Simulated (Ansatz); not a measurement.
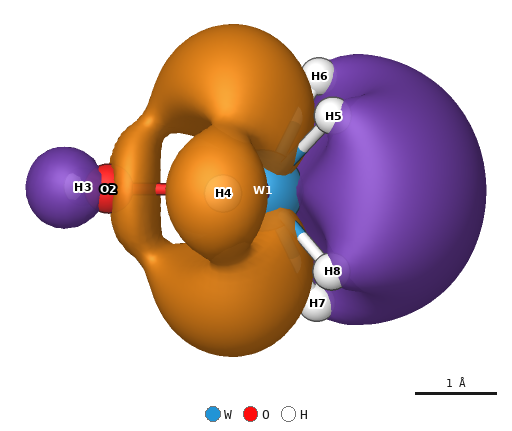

Figure 1: H6OW. The LUMO at ±0.08 Å⁻³ᐟ² (orange and purple are the two phases), seen at a tilt.

Core potentials replace the inner electrons of W; not at a stationary point (largest force 1.2 eV/Å).

The calculation used Ansatz 0.2.0, RKS PBE0/def2-mTZVP.

Input file:

```
crystal:
  periodic: [false, false, false]
  atoms:
    - { symbol: W, position_ang: [0.0, 0.0, 0.0] }
    - { symbol: O, position_ang: [0.9539, 0.0, 1.9156] }
    - { symbol: H, position_ang: [0.0444, -0.2814, 2.2528] }
    - { symbol: H, position_ang: [1.7505, 0.0, 0.7888] }
    - { symbol: H, position_ang: [0.0, 1.72, 0.0] }
    - { symbol: H, position_ang: [-1.72, 0.0, 0.0] }
    - { symbol: H, position_ang: [0.0, -1.72, 0.0] }
    - { symbol: H, position_ang: [0.0, 0.0, -1.72] }
basis:
  gaussian: { orbitals: def2-mTZVP }
hamiltonian:
  xc: pbe0
relax:
  f_tol: 0.15
  max_steps: 25
  restrain:
    - { distance: [1, 3], at: 2.21, k: 30.0 }
    - { distance: [0, 1], at: 1.94, k: 30.0 }
    - { distance: [0, 3], at: 1.72, k: 30.0 }
output:
  orbitals: {}
```

Launched as:

```sh
ansatz run input.yaml --threads 1 --pin off --max-ram 2048MiB --backend cpu --events-out ev --progress --plain --runs-dir out
```

The fields are those of the run's last geometry, not of the input's.

Describe this orbital and give its energy.

Its weight (Hirshfeld) is mainly on W1 (about 70 %), H6 (about 5 %) and H7 (about 5 %). Its energy is −2.54 eV.
